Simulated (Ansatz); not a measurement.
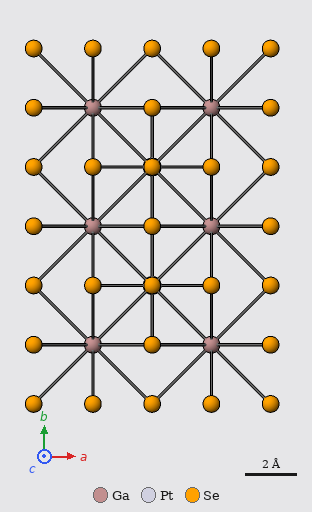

Starting structure of solid GaPtSe₃ (built on the cubic perovskite type) (coarse preliminary run). Style: ball-and-stick. Shown: the cell of the calculation, repeated 1 × 2 × 1 with one cell outlined, along the c axis.

Case: cubic perovskite type (Pm-3m, No. 221).

All numbers below come from DFT PBE, scalar-relativistic, plane waves, PAW (Ansatz).

Input file:
```yaml
crystal:
  lattice:
    - [4.7232246326, 0.0, 0.0]
    - [0.0, 4.7232246326, 0.0]
    - [0.0, 0.0, 4.7232246326]
  atoms:
    - { symbol: Ga, position: [0.0, 0.0, 0.0] }
    - { symbol: Pt, position: [0.5, 0.5, 0.5] }
    - { symbol: Se, position: [0.0, 0.5, 0.5] }
    - { symbol: Se, position: [0.5, 0.0, 0.5] }
    - { symbol: Se, position: [0.5, 0.5, 0.0] }
basis:
  ecutwfc: 420
kpoints:
  mp_grid: { grid: [4, 4, 4] }
hamiltonian:
  xc: pbe
scf:
  occupations: { method: gaussian, width: 0.1 }
  lower_state_search: "off"
output:
  forces: true
  stress: true
  eigenvalues: true
relax:
  adjacent_minimum: "off"
  f_tol: 0.04
  max_steps: 70
  cell: { stress_tol: 0.4 }
```

Run as
```bash
ansatz run input.yaml --threads 1 --pin off --max-ram 2560MiB --backend cpu --events-out ev --progress --plain --runs-dir out
```

What does the optimiser find from here?

The energy falls by 203 meV per atom in 3 accepted moves (4 points after the start). All forces vanish by symmetry, so only the cell relaxes. The pressure goes from 17.57 to 0.09 GPa. At 1 point the geometry stayed and the basis and grid were re-selected for the new cell (energy shift of 0.7 meV per atom at most each time). The atoms keep their places relative to the cell (all moves are under 0.005 Å). Cell: a = b = c 4.723 → 5.029 Å (+6.5 %). Volume +20.7 %. Some distances before and after: Ga1–Se3 3.340 → 3.556 Å, Pt2–Se3 2.362 → 2.515 Å. The space group stays Pm-3m (No. 221). The run took 20 s on 1 thread of Arm Neoverse V1, on a shared host, peak memory 0.4 GiB.

The structure at the end:

```
Ga Pt Se
1.0
     5.02946    0.00000    0.00000
     0.00000    5.02946    0.00000
     0.00000    0.00000    5.02946
Ga Pt Se
1 1 3
Direct
  0.00000 0.00000 0.00000
  0.50000 0.50000 0.50000
  0.00000 0.50000 0.50000
  0.50000 0.00000 0.50000
  0.50000 0.50000 0.00000
```

After the run, drawn alike:

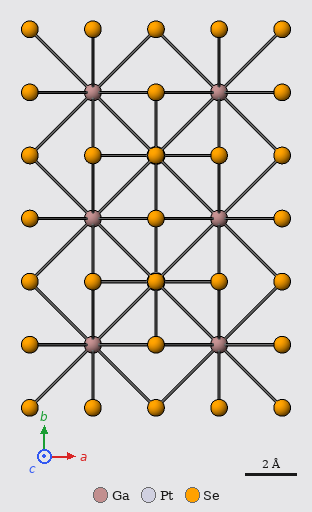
